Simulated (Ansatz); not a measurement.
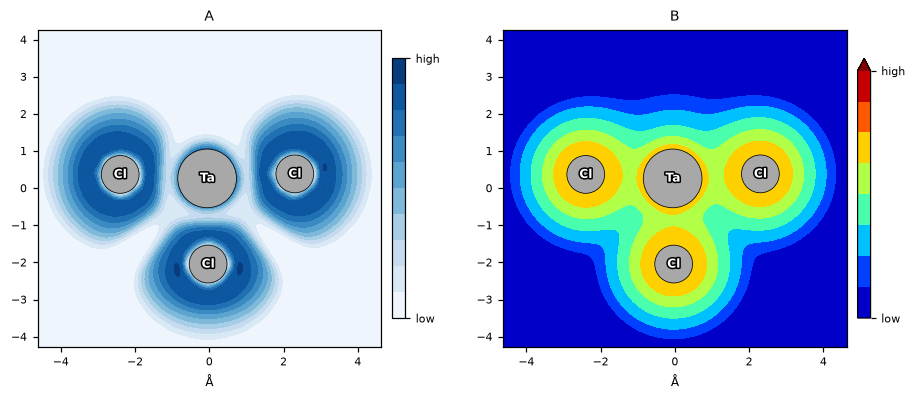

Cl$_{3}$FHOTa: 2 fields on the plane of atoms Cl5, Ta1 and Cl6, with unlabelled colour scales. Grey discs cover the atomic cores.

Core potentials replace the inner electrons of Ta.

All numbers below come from RKS PBE/def2-SVP in Ansatz.

Q: Match the panels to the quantities (electron density and electron localisation function).

A: Panel A: electron localisation function. Panel B: electron density. From the grid: Ta–Cl (2.31 Å): the density is about 0.66 e/Å³ at the midpoint; the ELF peaks at about 0.85 in the valence shell of Cl, 0.8 Å from its nucleus, and is about 0.40 at the midpoint.
